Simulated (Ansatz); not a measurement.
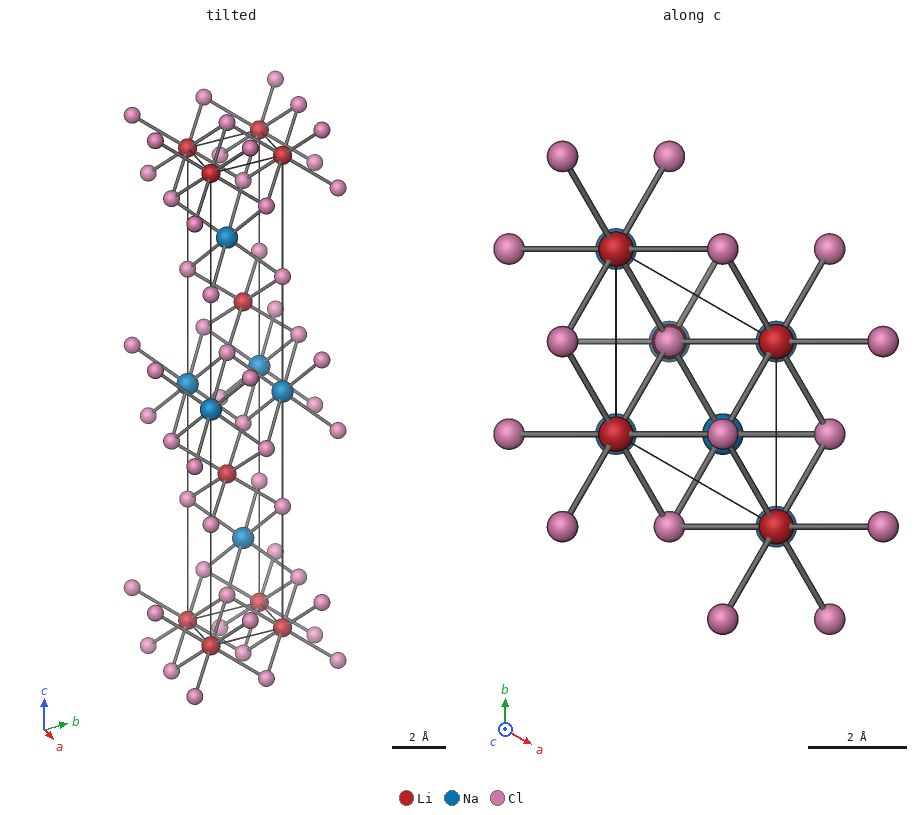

We look at a ball-and-stick model of the crystal slightly off an axis and along the c axis. The parallelepiped is the conventional unit cell. Some neighbours outside the box are added.

NaLiCl2, α-NaFeO₂ type, space group R-3m (No. 166), a = 3.783 Å, b = 3.783 Å, c = 18.743 Å, α = 90.00°, β = 90.00°, γ = 120.00°. The cell started as a structure type filled with these elements by a generator (whether the compound takes this form wasn't checked). Earlier steps of the study may have refined or changed the cell and positions. Ansatz was used for an electronic-structure calculation on it.

This one geometry was computed with Ansatz (DFT, plane waves, PAW) at four levels of theory: PBE, r2SCAN, HSE06 and PBE0. It was relaxed beforehand with r2SCAN.

### How does the band gap change with the level of theory?

PBE: a gap of 5.60 eV, direct; r2SCAN: a gap of 6.43 eV, direct; HSE06: a gap of 6.98 eV, direct; PBE0: a gap of 7.70 eV, direct.

### Collect the results in a table.

| level | cutoff (eV) | k-mesh of the run's cell | gap (eV) | pressure (GPa) |
| --- | --- | --- | --- | --- |
| PBE | 420 | 8×8×8 | 5.60 | 1.0 |
| r2SCAN | 500 | 8×8×8 | 6.43 | 0.0 |
| HSE06 | 420 | 6×6×6 | 6.98 | 0.4 |
| PBE0 | 420 | 6×6×6 | 7.70 | 0.3 |

Gaps are taken on the k-mesh or band path of each run.
